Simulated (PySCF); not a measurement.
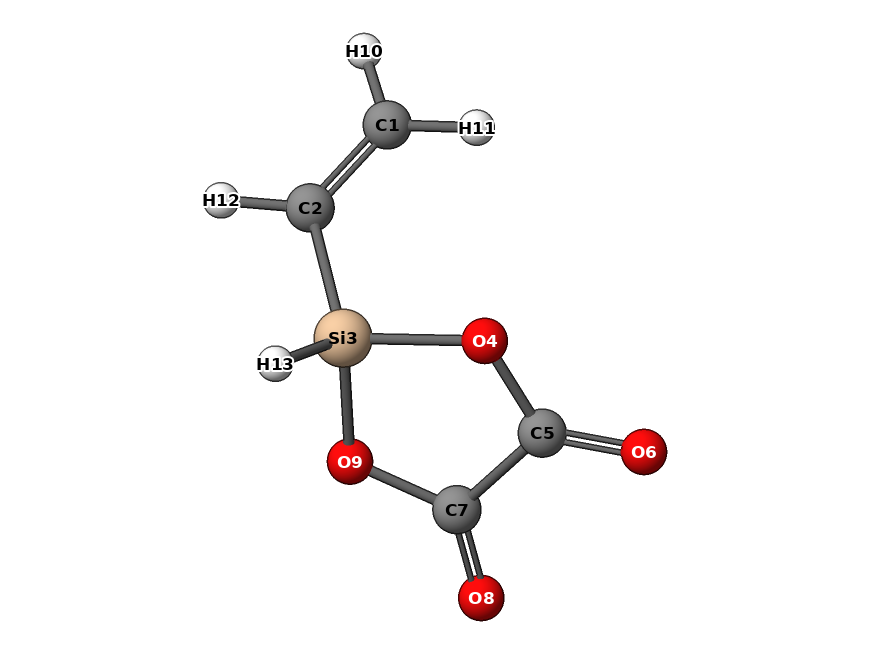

The questions are on isotropic NMR shieldings of the H atoms. The computed structure is the end point of a GFN2-xTB optimisation. No frequency run is at hand to confirm it as a minimum. Method: GIAO PBE0/pcSseg-1 NMR shielding, non-relativistic, gas phase (PySCF 2.14.0).

Which H atom is the most shielded (lowest chemical shift)?

H13 (26.15 ppm).

Which H atom is the least shielded (highest chemical shift)?

H10 (24.77 ppm).

How wide is the range of H shifts?

1.38 ppm.

List the isotropic NMR shieldings of the H atoms.

| atom | σ (ppm) |
| --- | --- |
| H10 | 24.77 |
| H11 | 24.99 |
| H12 | 25.44 |
| H13 | 26.15 |

The geometry is semi-empirical. Around Si such bond lengths and angles can be off by a tenth of an ångström or more and by several degrees, and values that hang on the shape move with them.
